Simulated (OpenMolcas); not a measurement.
**CH7BGe (SMILES C[BH][GeH3]): levels of theory compared**

We compute a comparison of 6 runs (B3LYP/6-31G*, BLYP/def2-SVP, M06-L/def2-SVP, PBE/def2-SVP, r2SCAN/def2-SVP, MP2/def2-SVP) of CH7BGe. 

Program for the calculation: OpenMolcas 26.06.

1 further run of the same task is left out (set aside as unsound or not needed).

### 1 Starting point

CH7BGe has 10 atoms, charge 0, and is taken as a singlet. SMILES: `C[BH][GeH3]`. The C1–H4 distance was set to 1.639 Å, away from the relaxed value. At this shape a bond of the SMILES string is far longer than usual.

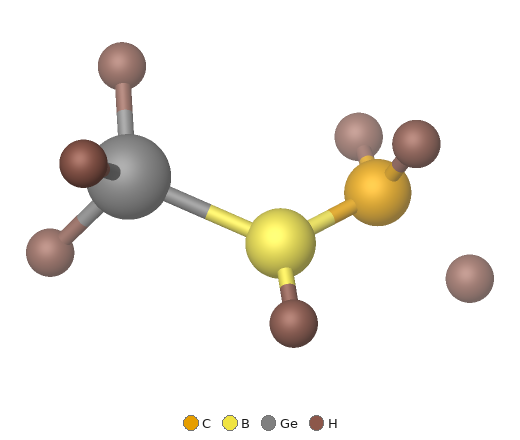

The structure, seen from a chosen angle (carbon amber, boron yellow, germanium grey, hydrogen brown).

### 2 A single-point energy at B3LYP/6-31G(d) (spherical functions) (run 1)

Input file struct.xyz:

```xyz
10

C     -0.830671     0.897747    -0.191072
B      0.366729    -0.073253    -0.331072
Ge     1.491929    -0.734853     1.270228
H     -1.972600     0.748500    -1.357000
H     -0.366671     1.887047    -0.360972
H     -1.296471     0.948447     0.794428
H      0.706629    -0.431953    -1.424372
H      1.299029    -2.257653     1.436928
H      1.109829    -0.079153     2.612628
H      3.001129    -0.508553     1.050728
```

Input file mol.input:

```
* CH7BGe Kohn-Sham DFT

&GATEWAY
  BASLIB=$CurrDir
  COORD=struct.xyz
  BASIS=6-31Gs
  GROUP=NoSym

&SEWARD
  GRIDINPUT
  Grid=UltraFine
  End of Grid

&SCF
  KSDFT=B3LYP
  THRESHOLDS=1e-10 1e-07 1e-07 1e-05
  PRORBITALS=1 2
```

The basis set 6-31G* is read from a file made from the Basis Set Exchange's data (not shown).

On the command line:

```
export MOLCAS_MEM=1860
pymolcas mol.input > mol.log
```

The log of the run:

```text
--- Start Module: gateway ---
[...]
--- Stop Module: gateway /rc=_RC_ALL_IS_WELL_ ---
--- Start Module: seward ---
[...]
      Basis functions           74
--- Stop Module: seward /rc=_RC_ALL_IS_WELL_ ---
[...]
--- Start Module: scf ---
[...]
       Convergence after  13 Iterations
[...]
::    Total KS-DFT energy                           -2143.8327887038
[...]
      Total spin, S                                     0.0000000000
[...]
      Total electronic charge=   50.000000
      Total            charge=   -0.000000
[...]
      Dipole Moment (debye):
      Origin of the operator (angstrom)=    1.0276   -0.4236    0.8726
                   X= -3.7157E-01               Y=  7.5625E-01               Z= -1.9673E-01           Total=  8.6526E-01
      Quadrupole Moment (debye*angstrom):
[...]
--- Stop Module: scf /rc=_RC_ALL_IS_WELL_ ---
[...]
```

Run time: 14 s. Hardware: 1 thread of Intel Xeon 6975P-C (Granite Rapids), shared host; peak memory 0.43 GiB.

### 3 A single-point energy at BLYP/def2-SVP (run 2)

Input file run.inp:

```
&GATEWAY
 BasLib = $CurrDir
 Coord
 10
 angstrom
 C       -0.830671       0.897747      -0.191072
 B        0.366729      -0.073253      -0.331072
 Ge       1.491929      -0.734853       1.270228
 H       -1.972600       0.748500      -1.357000
 H       -0.366671       1.887047      -0.360972
 H       -1.296471       0.948447       0.794428
 H        0.706629      -0.431953      -1.424372
 H        1.299029      -2.257653       1.436928
 H        1.109829      -0.079153       2.612628
 H        3.001129      -0.508553       1.050728
 Basis = def2-SVP
 Group = NoSym

&SEWARD
 GridInput
 Grid=UltraFine
 End of Grid

&SCF
 KSDFT = BLYP
 Thresholds = 1e-10 1e-07 1e-07 1e-05
 PrOrbitals = 0
```

The basis set def2-SVP is read from a file made from the Basis Set Exchange's data (not shown).

On the command line:

```
export MOLCAS_MEM=1860
pymolcas run.inp > run.log
```

The log of the run:

```text
--- Start Module: gateway ---
[...]
--- Stop Module: gateway /rc=_RC_ALL_IS_WELL_ ---
--- Start Module: seward ---
[...]
      Basis functions           95
--- Stop Module: seward /rc=_RC_ALL_IS_WELL_ ---
[...]
--- Start Module: scf ---
[...]
       Convergence after  15 Iterations
[...]
::    Total KS-DFT energy                           -2143.7550944931
[...]
      Total spin, S                                     0.0000000000
[...]
      Total electronic charge=   50.000000
      Total            charge=   -0.000000
[...]
      Dipole Moment (debye):
      Origin of the operator (angstrom)=    1.0276   -0.4236    0.8726
                   X= -4.0123E-01               Y=  7.5001E-01               Z= -1.8497E-01           Total=  8.7047E-01
      Quadrupole Moment (debye*angstrom):
[...]
--- Stop Module: scf /rc=_RC_ALL_IS_WELL_ ---
[...]
```

Run time: 21 s. Hardware: 1 thread of Intel Xeon 6975P-C (Granite Rapids), shared host; peak memory 0.53 GiB.

Runs 3 to 5 aren't shown in full; the table further down has their settings and results.

### 4 A single-point energy at MP2/def2-SVP (run 6)

Input file mol.xyz:

```xyz
10

C     -0.830671     0.897747    -0.191072
B      0.366729    -0.073253    -0.331072
Ge     1.491929    -0.734853     1.270228
H     -1.972600     0.748500    -1.357000
H     -0.366671     1.887047    -0.360972
H     -1.296471     0.948447     0.794428
H      0.706629    -0.431953    -1.424372
H      1.299029    -2.257653     1.436928
H      1.109829    -0.079153     2.612628
H      3.001129    -0.508553     1.050728
```

Input file mol.inp:

```
* CH7BGe MP2

&GATEWAY
  BASLIB=$CurrDir
  COORD=mol.xyz
  BASIS=def2-SVP
  GROUP=NoSym

&SEWARD

&SCF
  THRESHOLDS=1e-10 1e-07 1e-07 1e-05
  PRORBITALS=1 1

&MBPT2
  FROZEN=11
```

The basis set def2-SVP is read from a file made from the Basis Set Exchange's data (not shown).

On the command line:

```
export MOLCAS_MEM=1860
pymolcas mol.inp > mol.log
```

The log of the run:

```text
--- Start Module: gateway ---
[...]
--- Stop Module: gateway /rc=_RC_ALL_IS_WELL_ ---
[...]
      Basis functions           95
[...]
--- Start Module: scf ---
[...]
       Convergence after  15 Iterations
[...]
::    Total SCF energy                              -2141.5743519734
[...]
      Total spin, S                                     0.0000000000
[...]
      Total electronic charge=   50.000000
      Total            charge=   -0.000000
[...]
      Dipole Moment (debye):
      Origin of the operator (angstrom)=    1.0276   -0.4236    0.8726
                   X= -2.4618E-01               Y=  7.0027E-01               Z= -1.9996E-01           Total=  7.6874E-01
      Quadrupole Moment (debye*angstrom):
[...]
--- Stop Module: scf /rc=_RC_ALL_IS_WELL_ ---
[...]
--- Start Module: mbpt2 ---
[...]
WARNING!
Default frozen orbitals as non valence orbitals is overwritten by user input.
Default values:  16
[...]
       Reference weight ( Cref**2 )         =        0.86190
::    Total MBPT2 energy                            -2142.0468530357
[...]
      Total MBPT2 calculations                           0.27      0.31
--- Stop Module: mbpt2 /rc=_RC_ALL_IS_WELL_ ---
[...]
```

Run time: 7.2 s. Hardware: 1 thread of Intel Xeon 6975P-C (Granite Rapids), shared host; peak memory 0.53 GiB.

### 5 All runs side by side

```csv
run,level,integration grid,frozen core orbitals,energy (Eh),dipole moment (D) of the reference,HOMO energy (eV),LUMO energy (eV),wall time
1,B3LYP/6-31G* (spherical functions),UltraFine,–,-2143.832789,0.87,-7.42,-1.92,14 s
2,BLYP/def2-SVP,UltraFine,–,-2143.755094,0.87,-6.44,-2.70,21 s
3,M06-L/def2-SVP,UltraFine,–,-2143.690527,0.85,-6.80,-2.35,28 s
4,PBE/def2-SVP,UltraFine,–,-2143.326470,0.91,-6.56,-2.88,23 s
5,r2SCAN/def2-SVP,UltraFine,–,-2143.701750,0.87,-6.84,-2.62,31 s
6,MP2/def2-SVP,–,11,-2142.046853,0.77,-10.42,1.60,7.2 s
```

### 6 Summary of results

```
                                           quantity           value
                                run 6: total energy  -2142.04685 Eh
          run 6: dipole moment (mean-field density)          0.77 D
         run 6: HOMO energy (Hartree–Fock orbitals)       -10.42 eV
         run 6: LUMO energy (Hartree–Fock orbitals)         1.60 eV
       run 6: HOMO–LUMO gap (Hartree–Fock orbitals)        12.02 eV
run 6: correlation energy (11 core orbitals frozen)      -472.5 mEh
```

In words: Over runs 1, 2, 3, 4, 5 the dipole moment (its size) runs from 0.85 D (M06-L/def2-SVP) to 0.91 D (PBE/def2-SVP). Over runs 1, 2, 3, 4, 5 the HOMO–LUMO gap runs from 3.68 eV (PBE/def2-SVP) to 5.50 eV (B3LYP/6-31G*). The two ends differ in method and basis. Totals of different functionals can't be ranked against each other. All runs together took 2.1 min, the longest 31 s.
